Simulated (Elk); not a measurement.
# AlFe3: is a spiral lower than the collinear state?, part 2 of 2

Aim: the energy of spin spirals in AlFe3 along a path of wavevectors.

Elk 11.2.3 (patched build); LDA (Perdew-Wang); all-electron APW+lo, Dirac cores, scalar-relativistic bands.

So far. Step 2 (Run at q = 0): After 23 cycles the largest moment stands at 2.38 μB.

## 3. One pass at q = (0.25, 0, 0.25)

One diagonalisation in the potential of q = 0; by the force theorem the spiral's energy is the band energy with the smearing's entropy term, less that of a like pass at q = 0. The total energy that such a pass prints is not self-consistent and is not used.

File elk.in:

```
tasks
  1

xctype
  3

rgkmax
  7.0

nempty
  12

swidth
  0.003

reducebf
  0.5

epsengy
  1e-06

maxscl
  1

lmaxi
  3

spinsprl
  .true.

spinpol
  .true.

vqlss
  0.250000 0.000000 0.250000

sppath
  './'

avec
  0.00000000000 5.45590794523 5.45590794523
  5.45590794523 0.00000000000 5.45590794523
  5.45590794523 5.45590794523 0.00000000000

atoms
  2
  'Al.in'
  1
  0.0000000000 0.0000000000 0.0000000000   0.000000 0.000000 0.000000
  'Fe.in'
  3
  0.5000000000 0.5000000000 0.5000000000   -0.000084 0.000000 0.000000
  0.2500000000 0.2500000000 0.2500000000   -0.000084 0.000000 0.000000
  0.7500000000 0.7500000000 0.7500000000   -0.000084 0.000000 0.000000

ngridk
  8 8 8
```

Run with:

```bash
> OMP_NUM_THREADS=4 elk
```

Numbers of over 12 decimals in the logs are rounded to 6 here.

The log of the run:

```text
Warning(gndstate): core states of species 1 leak from the muffin-tin :   0.5116135019E-03

--- INFO.OUT ---
┌─────────────────────────┐
│ Elk code version 11.2.3 │
└─────────────────────────┘

All units are atomic (Hartree, Bohr, etc.)

┌──────────────────────────────────────────┐
│ Ground-state run resuming from STATE.OUT │
└──────────────────────────────────────────┘

Lattice vectors :
   0.000000000       5.455907945       5.455907945
   5.455907945       0.000000000       5.455907945
   5.455907945       5.455907945       0.000000000

Species : 1 (Al)
 muffin-tin radius :    2.200000000
 atomic positions (lattice), magnetic fields (Cartesian) :
  1 :   0.00000000  0.00000000  0.00000000    0.00000000  0.00000000  0.00000000

Species : 2 (Fe)
 muffin-tin radius :    2.337477441
 atomic positions (lattice), magnetic fields (Cartesian) :
  1 :   0.50000000  0.50000000  0.50000000    0.00000000  0.00000000  0.00000000
  2 :   0.25000000  0.25000000  0.25000000    0.00000000  0.00000000  0.00000000
  3 :   0.75000000  0.75000000  0.75000000    0.00000000  0.00000000  0.00000000

Total number of atoms per unit cell :    4
Total muffin-tin volume :    205.0937796
 ratio of muffin-tin to unit cell volume :   0.6314244443

Spin treatment :
 spin-polarised
 global magnetic field (Cartesian) :    0.000000000       0.000000000       0.000000000
 non-collinear magnetisation
 spin-spiral state assumed
  q-vector (lattice)   :   0.2500000000       0.000000000      0.2500000000
  q-vector (Cartesian) :    0.000000000      0.2879074102       0.000000000
  q-vector length      :   0.2879074102

Number of Bravais lattice symmetries :    8
Number of crystal symmetries         :    8
Crystal has no inversion symmetry
Complex Hermitian eigensolver will be used

k-point grid :      8     8     8
k-point offset :    0.000000000       0.000000000       0.000000000
k-point set is reduced with full crystal symmetry group
Total number of k-points :      100

Muffin-tin radius times maximum |G+k| :    7.000000000
 using average radius
Maximum |G+k| for APW functions       :    3.039371039
Maximum (1/2)|G+k|²                   :    4.618888157
Maximum |G| for potential and density :    12.00000000
Constant for pseudocharge density :    7
 order of it for each species :   14  14
 order of it for pair densities of each species (exact exchange by exxq0 0: 14) :    8  10
Radial integration step length :    1

G-vector grid sizes :     30    30    30
Number of G-vectors :     9409

Maximum angular momentum used for
 APW functions            :    8
 outer part of muffin-tin :    6

Number of empty states         :     48
Total number of valence states :    154
Total number of core states    :     34

Third-order local-orbitals added for an l without core states : T
Total number of local-orbitals :     79

Exchange-correlation functional :      3     0     0
 Perdew-Wang/Ceperley-Alder, Phys. Rev. B 45, 13244 (1992)
 gradient requirement :    0
 local density approximation (LDA)

Smearing type :    3
 Fermi-Dirac
Smearing width :   0.3000000000E-02
Effective electronic temperature (K) :    947.3250744

Mixing type :    3
 Broyden mixing, J. Phys. A: Math. Gen. 17, L317 (1984)

Potential read in from STATE.OUT

┌──────────────────────────────┐
│ Self-consistent loop started │
└──────────────────────────────┘

┌─────────────────┐
│ Loop number : 1 │
└─────────────────┘

Reached self-consistent loops maximum

Energies :
 Fermi                       :     0.304085
 sum of occupied eigenvalues :     -2333.3478239720
 electron kinetic            :      4103.0573363750
 core electron kinetic       :      3618.5035709102
 Coulomb                     :     -7978.0052549136
 Coulomb potential           :     -6200.4605766123
 nuclear-nuclear             :     -711.86925789725
 electron-nuclear            :     -8358.2460749495
 Hartree                     :      1092.1100779332
 Madelung                    :     -4877.7749666074
 xc potential                :     -235.71091265115
 xc effective B-field        :    -0.229174
 external B-field            :      0.000000
 exchange                    :     -171.05213302586
 correlation                 :     -7.670202
 electron entropic           :    -0.34758320638129E-02
 total energy                :     -4053.6737290250
 (external B-field energy excluded from total)

Density of states at Fermi energy :    118.3994500
 (states/Hartree/unit cell)

Estimated indirect band gap :   0.3227001359E-04
 from k-point 24 to k-point 85
Estimated direct band gap   :   0.3085750940E-02
 at k-point 75

Charges :
 core                        :    34.00000000
 valence                     :    57.00000000
 interstitial                :    4.490642400
 muffin-tins (core leakage)
  species : 1 (Al)
   atom 1                    :    11.41323158     (  0.5116135019E-03)
  species : 2 (Fe)
   atom 1                    :    24.91681374     ( -0.3589483214E-05)
   atom 2                    :    25.08965614     ( -0.3589483082E-05)
   atom 3                    :    25.08965614     ( -0.3589483082E-05)
 total in muffin-tins        :    86.50935760
 total calculated charge     :    90.99893584
 total charge                :    91.00000000
 error                       :   0.1064155895E-02

Moments :
 interstitial                :  -0.1070928132      0.1308235786E-04 -0.1211456736E-05
 muffin-tins
  species : 1 (Al)
   atom 1                    :  -0.4993500229E-01  0.3568674375E-04  0.7785968019E-05
  species : 2 (Fe)
   atom 1                    :    2.375180328     -0.1178655693E-04  0.1061732128E-04
   atom 2                    :    1.773963357     -0.3462847424E-04  0.2370446194E-04
   atom 3                    :    1.773963357     -0.3462847424E-04  0.2370446194E-04
 total in muffin-tins        :    5.873172041     -0.4535676166E-04  0.6581221317E-04
 total moment                :    5.766079228     -0.3227440380E-04  0.6460075643E-04

┌──────────────────────────────┐
│ Self-consistent loop stopped │
└──────────────────────────────┘

Warning : core states of species 1 leak from the muffin-tin :   0.5116135019E-03
```

It took 19 s on 4 threads of Arm Neoverse V2, shared host; peak memory 0.38 GiB.

Read from the output:

| Property | Result |
| --- | --- |
| magnetization | 5.766, 0, 0 μB |
| final state | spiral |
| largest moment | 2.375 μB |

Moments of a spiral are printed for the first cell, in the frame that turns with it; over the crystal the turning parts cancel.

By that sum this spiral lies +25.3 meV a seeded atom from q = 0.

## 4. One pass at q = (0.5, 0, 0.5)

elk.in: that of step 3 with these lines changed.

```diff
@@ -34,3 +34,3 @@
 vqlss
-  0.250000 0.000000 0.250000
+  0.500000 0.000000 0.500000
```

Run with:

```bash
> OMP_NUM_THREADS=4 elk
```

The log of the run:

```text
Warning(gndstate): core states of species 1 leak from the muffin-tin :   0.5116135019E-03

--- INFO.OUT ---
┌─────────────────────────┐
│ Elk code version 11.2.3 │
└─────────────────────────┘

All units are atomic (Hartree, Bohr, etc.)

┌──────────────────────────────────────────┐
│ Ground-state run resuming from STATE.OUT │
└──────────────────────────────────────────┘

Lattice vectors :
   0.000000000       5.455907945       5.455907945
   5.455907945       0.000000000       5.455907945
   5.455907945       5.455907945       0.000000000
[...]
species : 2 (Fe)
   atom 1                    :    2.416897105     -0.4592939314E-04  0.1220304339E-04
   atom 2                    :    1.652746401     -0.6487326122E-04  0.3554078958E-04
   atom 3                    :    1.652746401     -0.6487326122E-04  0.3554078958E-04
 total in muffin-tins        :    5.709969590     -0.1525533127E-03  0.9645551486E-04
 total moment                :    5.638868947     -0.1309644895E-03  0.9488268739E-04

┌──────────────────────────────┐
│ Self-consistent loop stopped │
└──────────────────────────────┘

Warning : core states of species 1 leak from the muffin-tin :   0.5116135019E-03

[key lines of the parts left out:]
total energy                :     -4053.6489345302
```

Wall time 19 s (4 threads); peak memory 0.42 GiB; 73 s of CPU time.

Numbers from this step:

| Property | Result |
| --- | --- |
| magnetization | 5.639, 0, 0 μB |
| final state | spiral |
| largest moment | 2.417 μB |

By that sum this spiral lies +97.2 meV a seeded atom from q = 0.

## 5. Another try

A slip in the input shows what the program catches and what it lets pass.

File elk.in:

```
tasks
  0

xctype
  3

rgkmax
  7.0

nempty
  12

swidth
  0.003

reducebf
  0.5

epsengy
  1e-06

maxscl
  75

lmaxi
  3

spinsprl
  .true.

spinpol
  .true.

vqlss
  0.500000 0.250000 0.500000

sppath
  './'

avec
  0.00000000000 5.45590794523 5.45590794523
  5.45590794523 0.00000000000 5.45590794523
  5.45590794523 5.45590794523 0.00000000000

atoms
  2
  'al_paw.in'
  1
  0.0000000000 0.0000000000 0.0000000000   0.000000 0.000000 0.000000
  'Fe.in'
  3
  0.5000000000 0.5000000000 0.5000000000   -0.084000 0.000000 0.000000
  0.2500000000 0.2500000000 0.2500000000   -0.084000 0.000000 0.000000
  0.7500000000 0.7500000000 0.7500000000   -0.084000 0.000000 0.000000

ngridk
  8 8 8
```

Run with:

```bash
> OMP_NUM_THREADS=4 elk
```

The log of the run:

```text
┌─────────────────────────────────┐
│ Elk code version 11.2.3 started │
└─────────────────────────────────┘

Error(readspecies): error opening species file ./al_paw.in
```

It took 0.01 s on 4 threads; peak memory 0.05 GiB.

The input was rejected at the start.

The program's message: “Error(readspecies): error opening species file ./al_paw.in”

The fault put into the input: a species file that isn't there.

The file named under atoms must lie in sppath.

## 6. The whole path

Wavevectors, in fractions of the reciprocal vectors: (0, 0, 0); (0.25, 0, 0.25); (0.5, 0, 0.5); (0.5, 0.25, 0.5); (0.5, 0.5, 0.75); (0.25, 0.25, 0.5); (0, 0, 0). The path runs through Γ, X, near U, near K, Γ.

Energy less that at q = 0, frozen potential against path:

| path (Å⁻¹) | energy less that at q = 0, frozen potential (meV a seeded atom) |
| --- | --- |
| 0.00 | 0 |
| 0.54 | 25.3 |
| 1.09 | 97.2 |
| 1.56 | 74.3 |
| 2.10 | 107 |
| 2.57 | 59.4 |
| 3.34 | 0 |

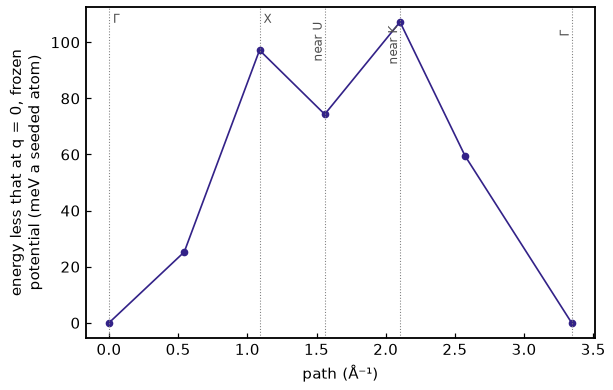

Energy less that at q = 0, frozen potential, plotted against path.

## 7. Summary of results

```yaml
lowest_point: (0, 0, 0), 0 meV a seeded atom (frozen potential)
highest_point: (0.5, 0.5, 0.75), 107 meV a seeded atom
```

In words: No spiral on the path lies under the state at q = 0; the dearest costs 107 meV a seeded atom. The force theorem is exact for small turns only; a flat spiral at large q turns neighbours far. The mesh is the same for all points and was not tested: differences of a few meV, and of some ten in a metal, can be noise.

[Logs and program files are shortened in this print: banners, set-up blocks, solver, clock and traceback lines can be left out without a mark of their own.]

[Logs are printed without paths, hosts, clocks, repeated set-up lines and the standing remarks that a program may print on its own settings, such as how far it seeks lower states.]

[Hosts, paths, dates, database ids (printed as entryN), source tags and the programs' standing remarks are cut or masked in the printed files.]

[Where a cell is said to come from a database of computed structures, the database is the Materials Project.]
